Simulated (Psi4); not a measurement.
# BLYP/def2-TZVPPD run of GeH2 (SMILES [GeH2])

Aim: the vertical ionisation energy of GeH2 at BLYP/def2-TZVPPD, from 2 runs. 

Program for the calculation: Psi4 1.11.

2 further runs of the same task are left out: 2 set aside as unsound or not needed.

## Step 1: The system as given

GeH2: 3 atoms, total charge 0, spin state singlet. As SMILES, `[GeH2]`. The shape is that of a PBE0-D4/def2-TZVP optimisation.

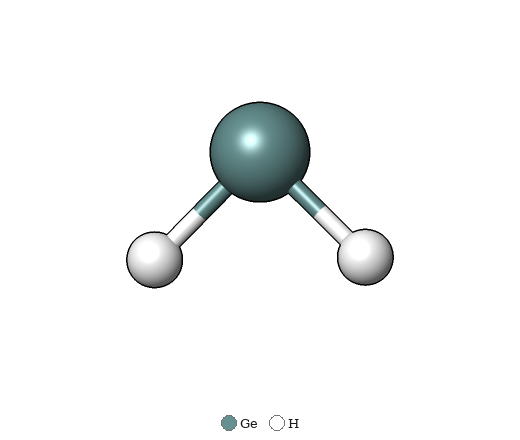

Viewed from a chosen angle; germanium teal, hydrogen white.

## Step 2: Energy and forces at BLYP/def2-TZVPPD

calc.in

```
memory 2200 mb

molecule {
  Ge    -0.570100     0.405100    -0.263700
  H      0.783000     0.743600     0.509000
  H     -0.212900    -1.148700    -0.245300
  symmetry c1
  no_reorient
  no_com
}

set {
  basis                def2-TZVPPD
  puream               true
  e_convergence        1e-09
  d_convergence        1e-08
  scf_type             pk
  dft_radial_points    99
  dft_spherical_points 590
}

energy_value, wavefunction = gradient('blyp', return_wfn=True)
oeprop(wavefunction, 'LOWDIN_CHARGES', 'MULLIKEN_CHARGES', 'WIBERG_LOWDIN_INDICES', title='BLYP')
```

On the command line:

```bash
$ psi4 -i calc.in -o calc.out -n 1
```

calc.out:

```text
[...]
  Running in c1 symmetry.
[...]
  Nuclear repulsion =   21.473702028079792
[...]
  Multiplicity = 1
[...]
  Nalpha       = 17
  Nbeta        = 17
[...]
    Number of basis functions: 88
[...]
   @RKS iter   1: -2076.54849160289041   -1.56052e+00   3.61880e-02 DIIS/ADIIS
[...]
   @RKS iter  10: -2078.20358226776534   -1.09139e-11   8.92219e-09 DIIS
[...]
    Orbital Energies [Eh]
    ---------------------
    Doubly Occupied:
       1A   -397.190932     2A    -49.193487     3A    -43.820675
       4A    -43.816306     5A    -43.815371     6A     -5.966370
       7A     -4.195114     8A     -4.181892     9A     -4.178901
      10A     -1.101962    11A     -1.098620    12A     -1.096274
      13A     -1.088221    14A     -1.086007    15A     -0.468371
      16A     -0.274086    17A     -0.213463
[...]
  @RKS Final Energy: -2078.20358226776534
   => Energetics <=
    Nuclear Repulsion Energy =             21.4737020280797921
    One-Electron Energy =               -2937.6905056900168347
    Two-Electron Energy =                 917.7584445938521185
    DFT Exchange-Correlation Energy =     -79.7452231996807086
    Empirical Dispersion Energy =           0.0000000000000000
    VV10 Nonlocal Energy =                  0.0000000000000000
    Total Energy =                      -2078.2035822677653414
[...]
 Multipole Moments:
 ------------------------------------------------------------------------------------
     Multipole            Electronic (a.u.)      Nuclear  (a.u.)        Total (a.u.)
 ------------------------------------------------------------------------------------
 L = 1.  Multiply by 2.5417464519 to convert [e a0] to [Debye]
 Dipole X            :         33.3011025          -33.3973188           -0.0962163
 Dipole Y            :        -23.6630808           23.7313697            0.0682888
 Dipole Z            :         15.4034302          -15.4479442           -0.0445139
 Magnitude           :                                                    0.1261048
[...]
  -Total Gradient:
     Atom            X                  Y                   Z
    ------   -----------------  -----------------  -----------------
       1        0.005108776037    -0.003650294058     0.002360794768
       2       -0.003913202750    -0.000773942542    -0.002211515661
       3       -0.001195631141     0.004424265406    -0.000149307223
[...]
  Mulliken Charges: (a.u.)
   Center  Symbol    Alpha    Beta     Spin     Total
       1    GE    15.99108 15.99108  0.00000  0.01783
       2     H     0.50446  0.50446  0.00000 -0.00893
       3     H     0.50445  0.50445  0.00000 -0.00890
   Total alpha = 17.00000, Total beta = 17.00000, Total charge = -0.00000
  Lowdin Charges: (a.u.)
   Center  Symbol    Alpha    Beta     Spin     Total
       1    GE    15.65742 15.65742  0.00000  0.68517
       2     H     0.67128  0.67128  0.00000 -0.34256
       3     H     0.67131  0.67131  0.00000 -0.34261
[...]
```

Wall time 13 s (1 thread of Intel Xeon at 2.70GHz, shared host); peak memory 0.76 GiB.

## Step 3: The doublet cation: a single-point energy at UBLYP/def2-TZVPPD

run.py

```python
import psi4

psi4.set_memory('2200 MB')
psi4.set_num_threads(1)
psi4.core.set_output_file('output.dat', False)

geom = psi4.geometry("""
1 2
Ge    -1.07733286     0.76552805    -0.49832078
H      1.47965556     1.40520035     0.96187060
H     -0.40232269    -2.17072840    -0.46354982
units au
symmetry c1
no_reorient
no_com
""")

psi4.set_options({
    'basis': 'def2-TZVPPD',
    'reference': 'uks',
    'puream': True,
    'e_convergence': 1e-09,
    'd_convergence': 1e-08,
    'scf_type': 'pk',
    'dft_radial_points': 99,
    'dft_spherical_points': 590,
    'maxiter': 100,
})

e, wfn = psi4.energy("BLYP", molecule=geom, return_wfn=True)
print(f'BLYP energy: {e:.10f} Eh')
```

On the command line:

```bash
$ python run.py
```

output.dat:

```text
[...]
  Running in c1 symmetry.
[...]
  Nuclear repulsion =   21.473702033599345
[...]
  Multiplicity = 2
[...]
  Nalpha       = 17
  Nbeta        = 16
[...]
    Number of basis functions: 88
[...]
   @UKS iter   1: -2076.44981257297286   -1.46184e+00   3.47707e-02 ADIIS/DIIS
[...]
   @UKS iter  11: -2077.85873862709013   -6.16637e-10   8.88422e-09 DIIS
[...]
   @S^2 Observed:                7.529541553E-01
[...]
    Orbital Energies [Eh]
    ---------------------
    Alpha Occupied:
       1A   -397.521926     2A    -49.521525     3A    -44.148844
       4A    -44.145543     5A    -44.143501     6A     -6.294640
       7A     -4.522611     8A     -4.511733     9A     -4.506610
      10A     -1.429418    11A     -1.427109    12A     -1.422756
      13A     -1.417210    14A     -1.414551    15A     -0.770004
      16A     -0.561705    17A     -0.523648
    Alpha Virtual:
      18A     -0.415563    19A     -0.254888    20A     -0.218409
      21A     -0.146024    22A     -0.132573    23A     -0.124178
      24A     -0.119632    25A     -0.080227    26A     -0.071546
[...]
  @UKS Final Energy: -2077.85873862709013
   => Energetics <=
    Nuclear Repulsion Energy =             21.4737020335993449
    One-Electron Energy =               -2926.7840478380730929
    Two-Electron Energy =                 906.9332171904437701
    DFT Exchange-Correlation Energy =     -79.4816100130601484
    Empirical Dispersion Energy =           0.0000000000000000
    VV10 Nonlocal Energy =                  0.0000000000000000
    Total Energy =                      -2077.8587386270901334
[...]
 Multipole Moments:
 ------------------------------------------------------------------------------------
     Multipole            Electronic (a.u.)      Nuclear  (a.u.)        Total (a.u.)
 ------------------------------------------------------------------------------------
 L = 1.  Multiply by 2.5417464519 to convert [e a0] to [Debye]
 Dipole X            :         32.4197487          -33.3973187           -0.9775699
 Dipole Y            :        -23.0367350           23.7313696            0.6946346
 Dipole Z            :         14.9957683          -15.4479442           -0.4521759
 Magnitude           :                                                    1.2816486
[...]
```

Standard output:

```text
BLYP energy: -2077.8587386271 Eh
```

Wall time 14 s (1 thread of Intel Xeon at 2.70GHz, shared host); peak memory 0.76 GiB.

## Step 4: Summary of results

At BLYP/def2-TZVPPD:

```
                                          quantity           value
                        singlet GeH2: total energy  -2078.20358 Eh
                       singlet GeH2: dipole moment          0.32 D
                         singlet GeH2: HOMO energy        -5.81 eV
                         singlet GeH2: LUMO energy        -3.89 eV
                       singlet GeH2: HOMO–LUMO gap         1.92 eV
            singlet GeH2: largest force on an atom      0.345 eV/Å
                      doublet cation: total energy  -2077.85874 Eh
doublet cation: HOMO energy (highest over α and β)       -14.25 eV
 doublet cation: LUMO energy (lowest over α and β)       -13.02 eV
                              doublet cation: ⟨S²⟩           0.753
vertical ionisation energy (to the doublet cation)        9.384 eV
```

**Reading.** The vertical ionisation energy comes to 9.38 eV (905 kJ/mol). The largest force (singlet GeH2) is 0.34 eV/Å: the shape isn't a stationary point for this species at this level. The negative HOMO energy of the first species, 5.81 eV, lies 3.58 eV below that difference.
